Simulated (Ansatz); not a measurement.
# RPA@PBE/STO-3G run of SiH2Br− (SMILES [SiH2-]Br)

What is the vertical singlet–triplet gap of SiH2Br− at RPA@PBE/STO-3G? 

The results are computed with Ansatz 0.2.0.

4 further runs of the same task are left out: 2 that didn't finish, 2 set aside as unsound or not needed.

**1. Starting point**

SiH2Br−: 4 atoms, total charge -1, spin state singlet. As SMILES, `[SiH2-]Br`. Geometry: relaxed at GFN2-xTB.

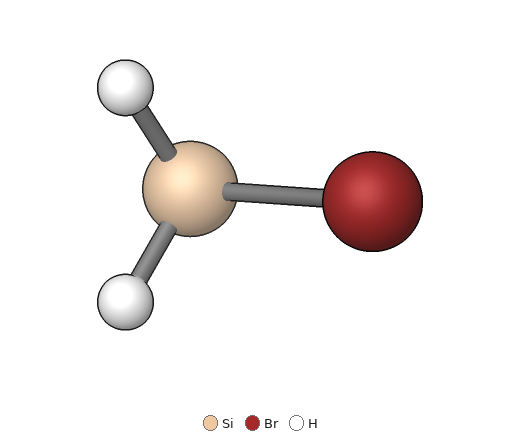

Viewed from a chosen angle; silicon light orange, bromine red, hydrogen white.

**2. The energy at RPA@PBE/STO-3G**

molecule.yaml reads:

```yaml
crystal:
  periodic: [false, false, false]
  atoms:
    - {symbol: Si, position_ang: [-0.191960, -0.343010, -0.619410]}
    - {symbol: Br, position_ang: [1.687710, -0.271360, 0.911070]}
    - {symbol: H, position_ang: [-1.209900, -0.529990, 0.461390]}
    - {symbol: H, position_ang: [-0.285850, 1.144360, -0.753060]}
basis:
  gaussian:
    orbitals: STO-3G
total_charge: -1
hamiltonian:
  xc: pbe
correlation:
  method: rpa
  frozen_orbitals: {Br: 9, H: 0, Si: 5}
accuracy: high
```

Started as:

```sh
$ ansatz run molecule.yaml --threads 1 --pin off --max-ram 2610MiB --events-out events.jsonl --progress --plain --runs-dir runs
```

What it wrote:

```text
Warning: RAYON_NUM_THREADS=1 ignored (pool sized by the plan → 1); use --threads N
Functional definition: PBE
  name "PBE"
  parameter kappa = 0.804
  parameter beta = 0.06672455060314922
  exchange = pbe_x(kappa = kappa, mu = beta*pi^2/3)
  correlation = pbe_c(beta = beta)
413 factors; integrals over basis functions are off by at most 1.4e-8 eV
mean field evaluation 1: about -77078.7236 eV, gradient 1.3e1 eV
mean field evaluation 2: about -77078.6954 eV, gradient 1.3e1 eV
mean field evaluation 4: about -77079.3317 eV, gradient 1.0e0 eV
mean field evaluation 8: about -77079.3369 eV, gradient 6.1e-4 eV
mean field evaluation 16: about -77079.3369 eV, gradient 6.2e-9 eV
mean field -77079.33690203 eV, -2832.6133848984 hartree, gradient 6.2e-9 eV, S^2 0.000000; 0 other end points of the search recorded, 0 dependent functions left out
14 core orbitals not correlated: weight in the atoms' cores, before any rotation towards them, 0.999 or more for the frozen orbitals, at most 0.000 for the correlated occupied ones
reference -77043.39670588 eV, -2831.2926070512 hartree; 12, 12 occupied and 3, 3 virtual orbitals, 413 factors
Total energy: -77045.96280661 eV, -2831.3869095136 hartree
```

Wall time 2 s (1 thread of Arm Neoverse V1, shared host); peak memory 0.1 GiB.

**3. The triplet, same level**

job.yaml reads:

```yaml
crystal:
  periodic: [false, false, false]
  atoms:
    - symbol: Si
      position_ang: [-0.191960, -0.343010, -0.619410]
    - symbol: Br
      position_ang: [1.687710, -0.271360, 0.911070]
    - symbol: H
      position_ang: [-1.209900, -0.529990, 0.461390]
    - symbol: H
      position_ang: [-0.285850, 1.144360, -0.753060]
basis:
  gaussian:
    orbitals: STO-3G
hamiltonian:
  xc: pbe
total_charge: -1
accuracy: high
correlation:
  method: rpa
  frozen_orbitals: {Br: 9, H: 0, Si: 5}
magnetization:
  spin_polarized: true
  initial_magnetization: 2
```

Started as:

```sh
$ ansatz run job.yaml --threads 1 --pin off --max-ram 2610MiB --events-out events.jsonl --progress --plain --runs-dir runs
```

What it wrote, shortened:

```text
Warning: RAYON_NUM_THREADS=1 ignored (pool sized by the plan → 1); use --threads N
[... 6 set-up lines as earlier in the session ...]
413 factors; integrals over basis functions are off by at most 1.4e-8 eV
mean field evaluation 1: about -77074.1569 eV, gradient 6.7e0 eV
mean field evaluation 2: about -77074.1371 eV, gradient 6.7e0 eV
mean field evaluation 4: about -77074.4858 eV, gradient 9.8e-1 eV
mean field evaluation 8: about -77074.5021 eV, gradient 4.2e-3 eV
mean field evaluation 16: about -77074.5021 eV, gradient 6.2e-9 eV
mean field -77074.50214775 eV, -2832.4357109560 hartree, gradient 8.2e-9 eV, S^2 2.001377; 0 other end points of the search recorded, 0 dependent functions left out
14 core orbitals not correlated: weight in the atoms' cores, before any rotation towards them, 0.999 or more for the frozen orbitals, at most 0.001 for the correlated occupied ones
reference -77038.53341499 eV, -2831.1138844073 hartree; 13, 11 occupied and 2, 4 virtual orbitals, 413 factors
Total energy: -77040.81733770 eV, -2831.1978170189 hartree
```

Wall time 2.6 s (1 thread of Arm Neoverse V1, shared host); peak memory 0.14 GiB.

**4. Results**

At RPA@PBE/STO-3G, 14 core orbitals frozen:

| quantity | value |
| --- | --- |
| singlet: total energy | -2831.38691 Eh |
| singlet: RPA correlation energy (valence) | -94.3 mEh |
| triplet: total energy | -2831.19782 Eh |
| triplet: RPA correlation energy (valence) | -83.9 mEh |
| triplet: ⟨S²⟩ of the reference determinant | 2.001 |
| vertical energy of the triplet above the singlet | 5.145 eV |

**Reading.** At this shape the triplet lies 5.15 eV (496 kJ/mol) above the singlet. For an anion a state so high probably lies above electron detachment. In a minimal basis such a difference can be off by several eV, whatever the method.
